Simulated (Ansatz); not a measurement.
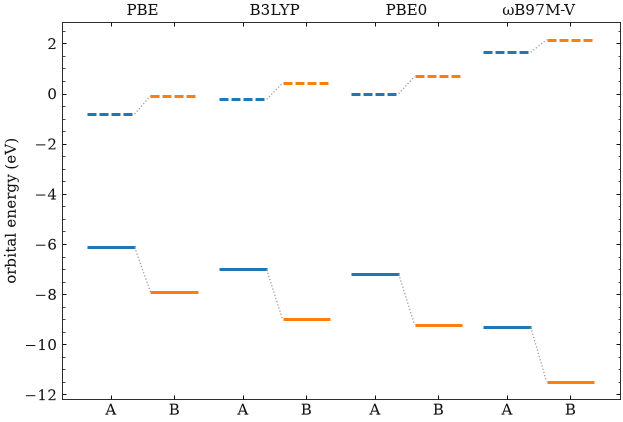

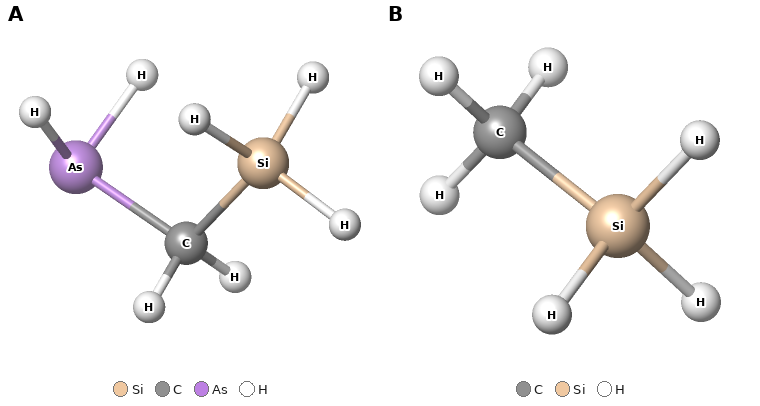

One change: A, CH₇AsSi (SMILES [SiH3]C[AsH2]), becomes B, CH₆Si (SMILES C[SiH3]). AsH₂ on C is replaced by H. HOMO (solid) and LUMO (dashed) computed in def2-TZVPP at PBE0-D4/def2-TZVP geometries, both minima by their frequencies, gas phase, the Ansatz code. Empty levels above zero depend strongly on the basis.

**What does the change do to HOMO and LUMO?**

PBE: the HOMO falls by 1.78 eV, the LUMO rises by 0.72 eV, and the separation goes from 5.31 to 7.82 eV. B3LYP: the HOMO falls by 1.98 eV, the LUMO rises by 0.65 eV, and the separation goes from 6.78 to 9.42 eV. PBE0: the HOMO falls by 2.03 eV, the LUMO rises by 0.70 eV, and the separation goes from 7.19 to 9.92 eV. ωB97M-V: the HOMO falls by 2.17 eV, the LUMO rises by 0.51 eV, and the separation goes from 10.96 to 13.64 eV.

**Do the functionals agree on the effect?**

They agree on the direction for both levels; the HOMO shift lies between −2.17 and −1.78 eV and the LUMO shift between 0.51 and 0.72 eV, while the separations themselves differ by up to 5.8 eV between functionals.
